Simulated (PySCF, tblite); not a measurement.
# C₅H₁₃NOSi₂: geometry, infrared bands and NMR shifts

What infrared bands and NMR shifts should C₅H₁₃NOSi₂ (`CC(=O)N[Si@H]1C[Si@@H](C)C1`) show?

Computed with tblite 0.8.0 and PySCF 2.14.0, with density-fitted response routines of our own, on a single molecule in the gas phase. Atoms count from 0, in the outputs and in this text.

### Step 1. The starting structure

22 atoms, charge 0, multiplicity 1; geometry from: force field or distance geometry start.

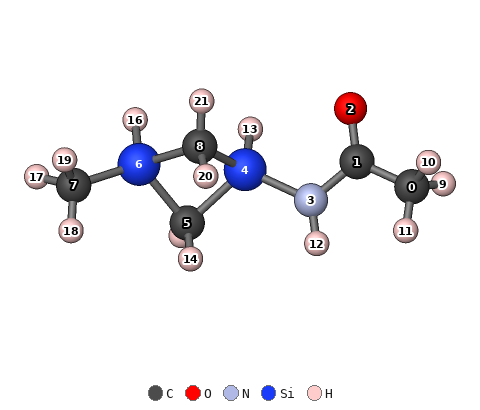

As it starts; carbon dark grey, oxygen red, nitrogen light blue, silicon blue, hydrogen pink, atoms numbered.

### Step 2. Relaxing the molecule with GFN2-xTB

Job settings and geometry (Å):

```
{"job": {"kind": "relax", "xc": "GFN2-xTB", "basis": "xTB"}, "charge": 0, "multiplicity": 1}
C     -4.093900     0.576600    -0.605200
C     -2.877000     0.154100     0.141600
O     -2.848300     0.092400     1.417000
N     -1.712300    -0.190500    -0.640200
Si    -0.252100    -0.709900     0.268800
C      1.222100    -1.148000    -0.829900
Si     2.249900    -0.492000     0.616600
C      3.872000     0.268800     0.209200
C      0.823100     0.718400     0.819200
H     -4.874500    -0.199300    -0.548200
H     -4.507200     1.500100    -0.135600
H     -3.837500     0.819900    -1.646000
H     -1.747000    -0.145700    -1.680900
H     -0.508800    -1.722000     1.287200
H      1.254300    -0.481000    -1.733700
H      1.351300    -2.205800    -1.034700
H      2.201200    -1.427500     1.747700
H      4.697000    -0.418000     0.551100
H      4.045900     0.442200    -0.864900
H      4.064100     1.223800     0.763200
H      0.781100     1.499900     0.040900
H      0.685900     1.061200     1.856000
```

The run is started by

```sh
$ OMP_NUM_THREADS=1 python probes_run.py task.json out
```

This one command runs all jobs of the session in turn.

What it wrote:

```text
step      E/eV     max force
  0    -754.73364    4.591
  1    -755.14904    3.963
  2    -755.32492    0.990
  3    -755.41623    0.670
  4    -755.48033    0.523
  5    -755.50899    0.583
  6    -755.54449    0.355
  7    -755.56056    0.312
  8    -755.57487    0.266
  9    -755.58510    0.316
 10    -755.59536    0.303
 11    -755.60437    0.255
 12    -755.61381    0.243
 13    -755.62423    0.277
 14    -755.63495    0.276
 15    -755.64370    0.211
 16    -755.64991    0.179
 17    -755.65447    0.171
 18    -755.65851    0.202
 19    -755.66282    0.199
 20    -755.66799    0.188
 21    -755.67428    0.199
 22    -755.68123    0.254
 23    -755.68760    0.223
 24    -755.69304    0.134
 25    -755.69834    0.192
 26    -755.70357    0.238
 27    -755.70817    0.217
 28    -755.71202    0.155
 29    -755.71560    0.129
 30    -755.71970    0.196
 31    -755.72429    0.192
 32    -755.72802    0.140
 33    -755.73050    0.100
 34    -755.73254    0.097
 35    -755.73459    0.130
 36    -755.73683    0.136
 37    -755.73924    0.103
 38    -755.74167    0.113
 39    -755.74402    0.128
 40    -755.74623    0.109
 41    -755.74810    0.095
 42    -755.74968    0.087
 43    -755.75125    0.112
 44    -755.75288    0.101
 45    -755.75447    0.085
 46    -755.75562    0.081
 47    -755.75679    0.086
 48    -755.75832    0.111
 49    -755.76013    0.104
 50    -755.76186    0.090
 51    -755.76335    0.076
 52    -755.76480    0.092
 53    -755.76650    0.108
 54    -755.76828    0.091
 55    -755.76969    0.066
 56    -755.77069    0.063
 57    -755.77176    0.073
 58    -755.77316    0.102
 59    -755.77498    0.112
 60    -755.77683    0.093
 61    -755.77816    0.089
 62    -755.77937    0.069
 63    -755.78048    0.066
 64    -755.78186    0.080
 65    -755.78373    0.130
 66    -755.78639    0.158
 67    -755.78934    0.136
 68    -755.79254    0.124
 69    -755.79610    0.189
 70    -755.79959    0.240
 71    -755.80046    0.319
 72    -755.80678    0.137
 73    -755.80980    0.097
 74    -755.81329    0.107
 75    -755.81476    0.106
 76    -755.81742    0.107
 77    -755.82027    0.109
 78    -755.82228    0.096
 79    -755.82363    0.088
 80    -755.82489    0.086
 81    -755.82644    0.077
 82    -755.82781    0.095
 83    -755.82937    0.097
 84    -755.83071    0.080
 85    -755.83178    0.063
 86    -755.83246    0.075
 87    -755.83372    0.087
 88    -755.83512    0.082
 89    -755.83649    0.075
 90    -755.83712    0.065
 91    -755.83754    0.061
 92    -755.83789    0.045
 93    -755.83838    0.042
 94    -755.83893    0.056
 95    -755.83968    0.070
 96    -755.84052    0.067
 97    -755.84125    0.065
 98    -755.84204    0.050
 99    -755.84265    0.044
100    -755.84306    0.045
101    -755.84347    0.039
102    -755.84395    0.048
103    -755.84451    0.060
104    -755.84509    0.051
105    -755.84559    0.035
106    -755.84596    0.049
107    -755.84634    0.045
108    -755.84677    0.044
109    -755.84732    0.036
110    -755.84770    0.042
111    -755.84811    0.041
112    -755.84866    0.048
113    -755.84957    0.064
114    -755.85044    0.063
115    -755.85078    0.065
116    -755.85154    0.036
117    -755.85183    0.039
118    -755.85208    0.033
119    -755.85242    0.031
120    -755.85269    0.034
121    -755.85299    0.036
122    -755.85324    0.032
123    -755.85343    0.026
124    -755.85357    0.031
125    -755.85371    0.033
126    -755.85387    0.026
127    -755.85406    0.025
128    -755.85426    0.034
129    -755.85449    0.035
130    -755.85481    0.040
131    -755.85518    0.034
132    -755.85554    0.033
133    -755.85587    0.036
134    -755.85615    0.035
135    -755.85639    0.038
136    -755.85663    0.039
137    -755.85694    0.042
138    -755.85745    0.065
139    -755.85814    0.065
140    -755.85878    0.060
141    -755.85934    0.055
142    -755.85983    0.045
143    -755.86030    0.058
144    -755.86078    0.049
145    -755.86108    0.053
146    -755.86131    0.033
147    -755.86148    0.030
148    -755.86174    0.030
149    -755.86189    0.032
150    -755.86209    0.027
151    -755.86225    0.032
152    -755.86241    0.028
153    -755.86256    0.036
154    -755.86273    0.030
155    -755.86291    0.031
156    -755.86315    0.031
157    -755.86342    0.039
158    -755.86371    0.051
159    -755.86400    0.042
160    -755.86434    0.046
161    -755.86472    0.045
162    -755.86526    0.055
163    -755.86552    0.059
164    -755.86582    0.031
165    -755.86608    0.025
166    -755.86630    0.023
167    -755.86636    0.040
168    -755.86645    0.018
169    -755.86651    0.018
170    -755.86658    0.023
171    -755.86664    0.021
172    -755.86672    0.018
173    -755.86679    0.014
174    -755.86685    0.012
175    -755.86687    0.008
```

Run time: 3.4 s. Hardware: 1 thread of Arm Neoverse N1, shared host.

Relaxation path: (not every step is listed)

```
step  energy from step 0 (eV)  largest force (eV/Å)
   0                   0.0000                4.5907
   1                  -0.4154                3.9627
   2                  -0.5913                0.9897
   3                  -0.6826                0.6699
   4                  -0.7467                0.5232
   5                  -0.7754                0.5829
   6                  -0.8108                0.3546
   7                  -0.8269                0.3116
   8                  -0.8412                0.2662
  24                  -0.9594                0.1338
  40                  -1.0126                0.1092
  56                  -1.0370                0.0635
  72                  -1.0731                0.1374
  88                  -1.1015                0.0824
 104                  -1.1114                0.0506
 120                  -1.1191                0.0344
 136                  -1.1230                0.0392
 152                  -1.1288                0.0277
 168                  -1.1328                0.0185
 170                  -1.1329                0.0228
 171                  -1.1330                0.0209
 172                  -1.1331                0.0177
 173                  -1.1332                0.0144
 174                  -1.1332                0.0124
 175                  -1.1332                0.0082
```

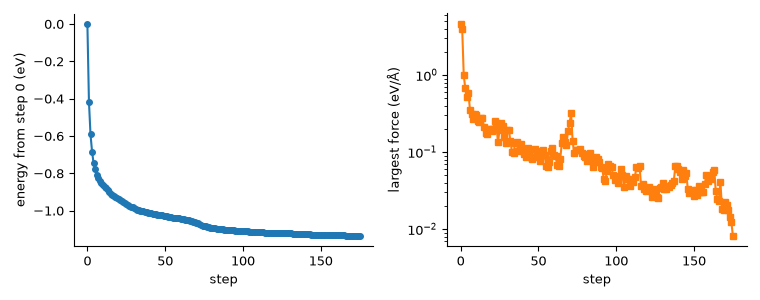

Energy and force, step by step.

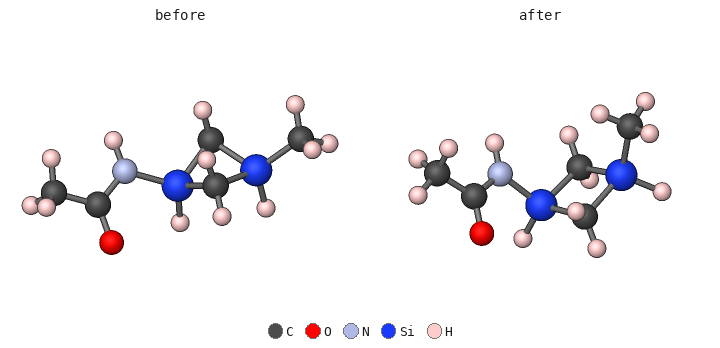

The geometry before (left) and after (right).

Distances of close pairs at the start and the end, largest changes first:

```
  bond  before (Å)  after (Å)  change (Å)
 C1–N3       1.444      1.343      -0.101
Si6–C7       1.837      1.899      +0.062
 C1–O2       1.277      1.216      -0.061
C7–H17       1.127      1.085      -0.041
Si6–C8       1.882      1.922      +0.040
Si4–C8       1.871      1.909      +0.039
C5–H14       1.124      1.086      -0.038
N3–Si4       1.797      1.760      -0.037
```

The end geometry stands in the next job.

### Step 3. Infrared spectrum with GFN2-xTB

Job settings and geometry (Å):

```
{"job": {"kind": "ir", "xc": "GFN2-xTB", "basis": "xTB"}, "charge": 0, "multiplicity": 1}
C     -3.328986     1.076051    -1.051118
C     -2.422345     0.380598    -0.066731
O     -2.571672     0.413271     1.140112
N     -1.384503    -0.313187    -0.563071
Si    -0.431003    -1.076545     0.703837
C      1.131835    -1.799398    -0.139448
Si     2.247634    -0.467298     0.670607
C      2.940980     0.799285    -0.563093
C      0.700769     0.150243     1.630593
H     -3.729780     0.354944    -1.760691
H     -4.146190     1.555868    -0.520788
H     -2.765863     1.827917    -1.601234
H     -1.236641    -0.366861    -1.556771
H     -1.280815    -2.024273     1.414486
H      1.138734    -1.834438    -1.224853
H      1.351671    -2.804391     0.204142
H      3.323443    -0.996715     1.520572
H      3.680989     0.346209    -1.215123
H      2.153261     1.210138    -1.187544
H      3.421023     1.625191    -0.047985
H      0.448883     1.200466     1.515300
H      0.748164    -0.039257     2.697953
```

What it wrote:

```text
mode    cm-1     km/mol
  1      25.4      0.37
  2      63.6      4.75
  3      71.7      7.42
  4      87.2      4.82
  5      92.8      9.48
  6     118.0      0.49
  7     153.2      6.46
  8     169.4      2.70
  9     191.3      6.41
 10     216.8      7.40
 11     338.0     19.59
 12     379.1      3.24
 13     497.7     87.93
 14     544.6     20.50
 15     552.6     23.47
 16     567.6     36.49
 17     584.9      7.58
 18     599.2     34.07
 19     610.3     32.71
 20     642.3    103.53
 21     660.2      5.76
 22     681.6      1.80
 23     709.2    163.65
 24     736.2    120.26
 25     747.5    155.74
 26     784.7     23.81
 27     819.7    242.45
 28     829.1    231.63
 29     842.6    127.64
 30     908.7      0.62
 31     955.6     11.02
 32     959.3     19.86
 33     994.6      3.44
 34    1003.1     27.16
 35    1082.2    120.28
 36    1087.2      9.66
 37    1177.8      4.23
 38    1365.7     29.73
 39    1366.7     24.36
 40    1394.0    594.21
 41    1455.6      9.99
 42    1457.7      6.97
 43    1466.9      8.81
 44    1471.5      2.61
 45    1484.0      0.04
 46    1489.2      0.26
 47    1707.4    381.15
 48    2196.9    440.74
 49    2306.2    340.61
 50    3014.9     21.83
 51    3018.9     10.82
 52    3020.1     29.07
 53    3025.0     10.77
 54    3034.2     12.94
 55    3037.0     13.92
 56    3039.5     56.92
 57    3045.3     43.73
 58    3047.3     14.53
 59    3063.0      9.47
 60    3474.3      0.96
```

Run time: 2.2 s. Hardware: 1 thread of Arm Neoverse N1, shared host.

The strongest bands and the atoms that carry them (share of the mass-weighted mode):

```
cm⁻¹  km/mol                                  atoms
 709   163.7             H13 19 %, C5 16 %, C8 11 %
 748   155.7             C8 30 %, Si4 13 %, C5 13 %
 820   242.4   H17 23 %, H18 18 %, C7 11 %, N3 11 %
 829   231.6  H19 30 %, H18 14 %, C7 11 %, Si6 11 %
1394   594.2                       C1 48 %, N3 30 %
1707   381.1                       C1 63 %, O2 34 %
2197   440.7                               H16 97 %
2306   340.6                               H13 97 %
```

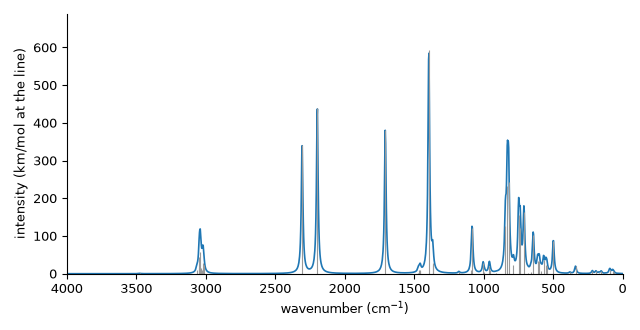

The infrared spectrum from these modes, unscaled. Lines are broadened to a width of 14 cm⁻¹ (Lorentzian).

### Step 4. Nuclear shieldings: PBE0/pcSseg-1

Settings changed since step 3:

```diff
@@ -1,2 +1,2 @@
-{"job": {"kind": "ir", "xc": "GFN2-xTB", "basis": "xTB"}, "charge": 0, "multiplicity": 1}
+{"job": {"kind": "nmr", "xc": "PBE0", "basis": "pcSseg-1"}, "charge": 0, "multiplicity": 1}
 C     -3.328986     1.076051    -1.051118
```

With the program's defaults for keys left out, this is: GIAO PBE0/pcSseg-1 NMR shielding, non-relativistic, gas phase.

What it wrote:

```text
coarse grid: 18888 points
cycle   1  E = -906.4387110194  dE =  1.096e+00  |g| = 9.773e-01  |ddm| = 4.227e+00
cycle   2  E = -906.0008055969  dE =  4.379e-01  |g| = 1.763e+00  |ddm| = 2.571e+00
cycle   3  E = -906.6206122366  dE = -6.198e-01  |g| = 3.381e-01  |ddm| = 1.993e+00
cycle   4  E = -906.6440664850  dE = -2.345e-02  |g| = 6.501e-02  |ddm| = 2.934e-01
cycle   5  E = -906.6448545353  dE = -7.881e-04  |g| = 2.577e-02  |ddm| = 6.868e-02
cycle   6  E = -906.6450044870  dE = -1.500e-04  |g| = 5.071e-03  |ddm| = 2.355e-02
cycle   7  E = -906.6450097392  dE = -5.252e-06  |g| = 1.532e-03  |ddm| = 5.115e-03
final grid: 171928 points
cycle   8  E = -906.7051662017  dE = -2.012e-05  |g| = 1.449e-02  |ddm| = 2.957e-02
cycle   9  E = -906.7050732081  dE =  9.299e-05  |g| = 2.628e-02  |ddm| = 2.985e-02
cycle  10  E = -906.7052079929  dE = -1.348e-04  |g| = 3.286e-03  |ddm| = 2.084e-02
cycle  11  E = -906.7052103237  dE = -2.331e-06  |g| = 2.686e-04  |ddm| = 2.801e-03
cycle  12  E = -906.7052103375  dE = -1.378e-08  |g| = 1.246e-04  |ddm| = 3.956e-04
cycle  13  E = -906.7052103410  dE = -3.568e-09  |g| = 3.370e-05  |ddm| = 1.388e-04
cycle  14  E = -906.7052103413  dE = -2.469e-10  |g| = 8.279e-06  |ddm| = 4.452e-05
converged SCF energy = -906.7052103413

GIAO shielding tensors (ppm)
atom      isotropic    diamagn.    paramagn.     s11        s22        s33       span
  0 C      163.043     249.327     -86.284    139.187    154.795    195.148     55.961
  1 C        8.837     249.274    -240.437    -70.455     -1.865     98.831    169.286
  2 O     -115.507     405.000    -520.507   -405.942   -216.235    275.658    681.600
  3 N      132.218     332.528    -200.310     29.265    140.579    226.809    197.545
  4 Si     369.087     882.439    -513.352    335.798    384.153    387.310     51.512
  5 C      184.516     261.351     -76.836    165.196    193.289    195.062     29.866
  6 Si     363.651     882.219    -518.568    324.054    382.806    384.092     60.038
  7 C      187.367     253.966     -66.599    182.259    187.132    192.709     10.450
  8 C      177.233     260.168     -82.934    156.078    182.488    193.134     37.055
  9 H       29.640      27.393       2.247     25.907     28.858     34.155      8.249
 10 H       29.796      26.328       3.469     25.757     27.955     35.678      9.921
 11 H       29.590      29.809      -0.220     25.839     29.156     33.774      7.935
 12 H       27.047      38.089     -11.042     22.172     28.998     29.971      7.799
 13 H       26.108      30.745      -4.636     22.416     24.519     31.389      8.973
 14 H       31.687      35.026      -3.338     28.036     28.752     38.274     10.238
 15 H       31.163      31.672      -0.508     27.280     28.010     38.200     10.921
 16 H       26.710      29.793      -3.083     23.611     24.567     31.953      8.343
 17 H       31.429      29.241       2.188     27.136     28.134     39.018     11.883
 18 H       31.513      35.223      -3.711     26.762     30.679     37.098     10.336
 19 H       31.391      29.735       1.656     27.060     28.111     39.001     11.941
 20 H       31.127      35.441      -4.314     27.301     29.065     37.016      9.714
 21 H       30.836      31.901      -1.065     26.646     28.327     37.536     10.891
```

Run time: 2 min. Hardware: 1 thread of Arm Neoverse N1, shared host; peak memory 1.1 GiB.

The references, computed at this level on geometries of the same kind, shield at (ppm): ¹H TMS 31.72, ¹³C TMS 186.9, ²⁹Si TMS 349.2, ¹⁵N NH3 267.7, ¹⁷O H2O 336.1. Their shielding less the atom's gives the shift. The references are single molecules in the gas phase, so shifts against H2O, NH3, PH3, H3PO4 or CFCl3 are not on the usual liquid scales and can be off by tens of ppm. Atoms listed in one row are averaged.

```
        atoms                                                   environment  σ (ppm)  δ (ppm)  δ scaled to CDCl3
           C1                                         amide carbonyl carbon      8.8    178.1              171.9
           C0                                 methyl carbon α to a carbonyl    163.0     23.9               21.4
       C5, C8                                        sp3 CH2 bonded to 2 Si    180.9      6.1                4.0
           C7                                    methyl carbon bonded to Si    187.4     -0.4               -2.3
          H13  hydrogen on a silicon bonded to 2 C, N, in a 4-membered ring    26.11     5.61                  –
          H16     hydrogen on a silicon bonded to 3 C, in a 4-membered ring    26.71     5.01                  –
          H12                            hydrogen on an amide-type nitrogen    27.05     4.67                  –
 H9, H10, H11                   hydrogen on a methyl carbon α to a carbonyl    29.68     2.04               2.03
     H15, H21                         hydrogen on an sp3 CH2 bonded to 2 Si    31.00     0.72               0.78
     H14, H20                         hydrogen on an sp3 CH2 bonded to 2 Si    31.41     0.31               0.40
H17, H18, H19                      hydrogen on a methyl carbon bonded to Si    31.44     0.27               0.36
           O2                                    amide-type carbonyl oxygen   -115.5    451.6                  –
           N3                                           amide-type nitrogen    132.2    135.5                  –
          Si6                silicon bonded to 3 C, H, in a 4-membered ring    363.7    -14.5                  –
          Si4             silicon bonded to 2 C, N, H, in a 4-membered ring    369.1    -19.9                  –
```

The scaled column applies a straight-line fit of computed shieldings to shifts measured in CDCl3 (root-mean-square error 0.16 ppm for H, 1.9 ppm for C).

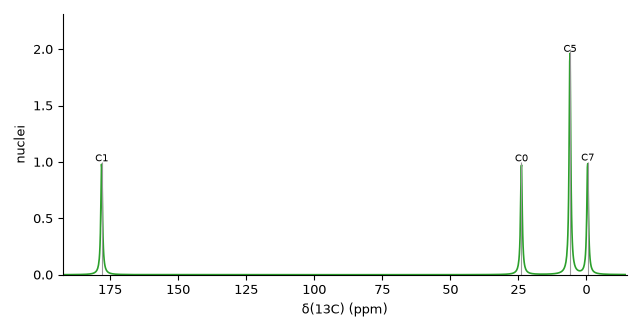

¹³C lines at the computed shifts, without couplings. Lines are broadened to a width of 0.71 ppm (Lorentzian).

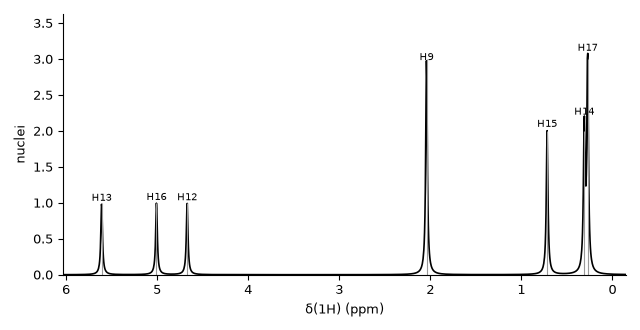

¹H lines at the computed shifts, without couplings. Lines are broadened to a width of 0.02 ppm (Lorentzian).

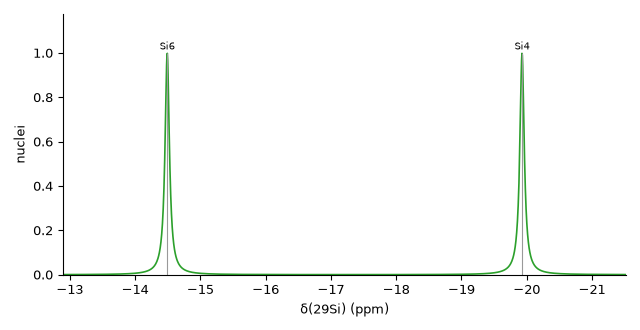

²⁹Si lines at the computed shifts, without couplings. Lines are broadened to a width of 0.08 ppm (Lorentzian).

The run also stored atomic charges by several schemes (e):

```
 atoms  Mulliken    IAO  Hirshfeld  ESP fit
    C0     -0.24  -0.48      -0.12    -0.64
    C1      0.35   0.45       0.18     0.90
    O2     -0.45  -0.49      -0.26    -0.61
    N3     -0.63  -0.61      -0.20    -0.93
   Si4      0.98   1.04       0.39     1.03
C5, C8     -0.84  -0.86      -0.27    -0.89
   Si6      0.79   0.92       0.37     0.94
    C7     -0.62  -0.72      -0.21    -0.81
```

IAO charges:

C0 -0.48; C1 0.45; O2 -0.49; N3 -0.61; Si4 1.04; C5 -0.86; Si6 0.92; C7 -0.72; C8 -0.85; H9 0.16; H10 0.17; H11 0.16; H12 0.27; H13 -0.12; H14 0.15; H15 0.16; H16 -0.13; H17 0.16; H18 0.15; H19 0.16; H20 0.16; H21 0.16

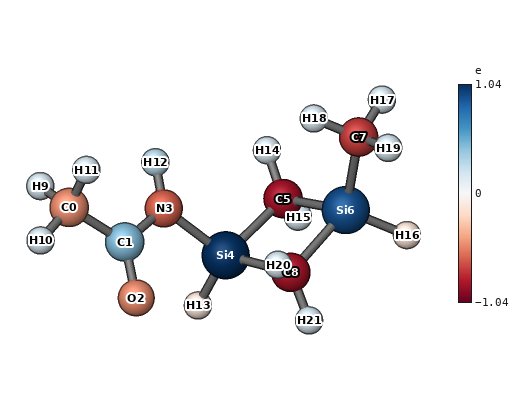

IAO charges, as colours on the atoms.

Mayer bond orders: C0–C1 0.99, C1–O2 1.84, C1–N3 1.17, N3–Si4 0.80, Si4–C5 0.89, C5–Si6 0.91, Si6–C7 0.97, Si6–C8 0.91, C8–Si4 0.91.

Ring of atoms Si4, C5, Si6, C8: NICS(0) 0.4, NICS(1) -1.2, NICS(1)zz 4.3 ppm (means of both faces).

Orbitals, density, ELF and potential are computed afterwards from the orbital file.

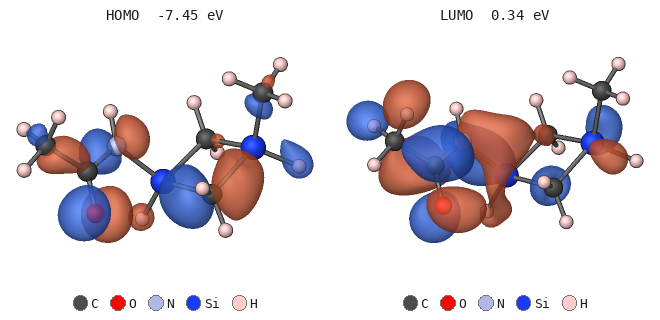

PBE0/pcSseg-1 orbitals near the gap, drawn at the value that encloses 70 % of each; the two colours are the two signs.

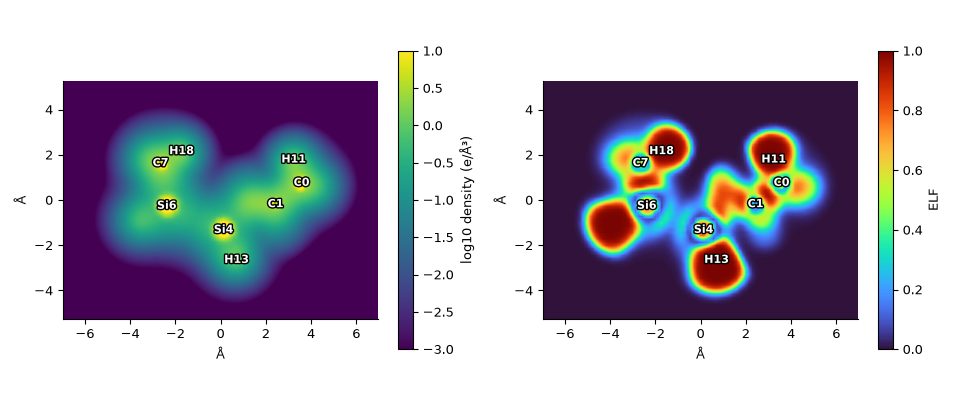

Density (left) and ELF (right) in a plane through or near 8 of the atoms.

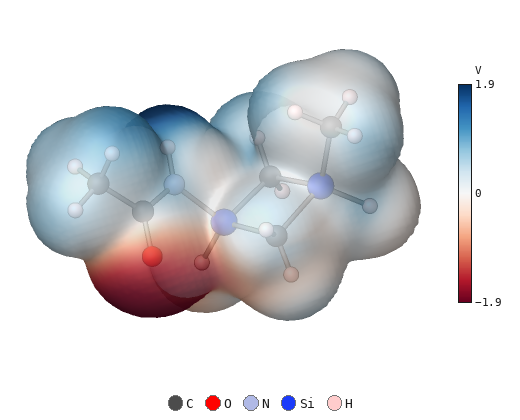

The potential that a unit positive charge feels on the 0.002 e/bohr³ surface, from -1.90 V near O2 to 1.90 V near H12.

### Step 5. Outcome

```
                                                               quantity                                         value
                              strongest single infrared mode (GFN2-xTB)                         1394 cm⁻¹, 594 km/mol
                                           zero-point energy (GFN2-xTB)                                106.5 kcal/mol
¹³C shifts against TMS (PBE0/pcSseg-1, means over atoms taken as alike)                    178.1, 23.9, 6.1, -0.4 ppm
 ¹H shifts against TMS (PBE0/pcSseg-1, means over atoms taken as alike)  5.61, 5.01, 4.67, 2.04, 0.72, 0.31, 0.27 ppm
                                 ¹⁷O shifts against H2O (PBE0/pcSseg-1)                                     451.6 ppm
                                 ¹⁵N shifts against NH3 (PBE0/pcSseg-1)                                     135.5 ppm
                                ²⁹Si shifts against TMS (PBE0/pcSseg-1)                              -14.5, -19.9 ppm
                                  surface potential, least and greatest                            -1.90 V and 1.90 V
```

Over 175 steps the energy fell by 1.133 eV; of the close pairs, C1–N3 changed most, 1.444 to 1.343 Å. All 60 modes are real, so the xTB geometry is a minimum. The strongest single mode, at 1394 cm⁻¹, moves mainly C1 and N3. GFN2-xTB is a fitted tight-binding method: band positions and strengths are rough. Its intensities can rank the bands wrongly. At PBE0/pcSseg-1: The widest tensor belongs to O2: span 682 ppm, with a paramagnetic part of -521 ppm.
